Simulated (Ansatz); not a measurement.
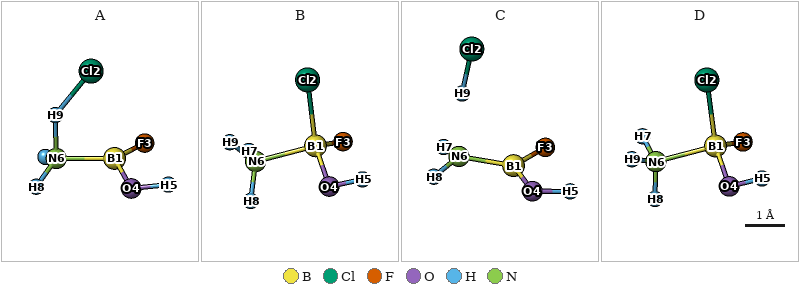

4 geometries from a converged minimum-energy path of BNH4OClF, shuffled. A ball-and-stick model, seen at a tilt.

Method: RKS PBE-D4/def2-SVP (Ansatz 0.2.0). Set-up: 5 movable images; climbing image; force threshold 0.03 eV/Å; iteration limit 60; starting path through a guess of the saddle point.

> One of them is the converged climbing image. Which?

A. In order along the path, whose images run from 0 to 6: D (image 0, 0.00 eV), B (image 1, +0.01 eV), A (image 3, +0.74 eV), C (image 6, +0.34 eV). Breaking: B1–Cl2 (1.89 → 2.54 at the top → 3.48 Å), N6–H9 (1.03 → 1.25 at the top → 1.84 Å). Forming: Cl2–H9 (2.84 → 1.62 at the top → 1.34 Å).

The run took 65 s on 2 threads of Intel(R) Xeon(R) 6975P-C (Granite Rapids), on a shared host, peak memory 0.15 GiB.
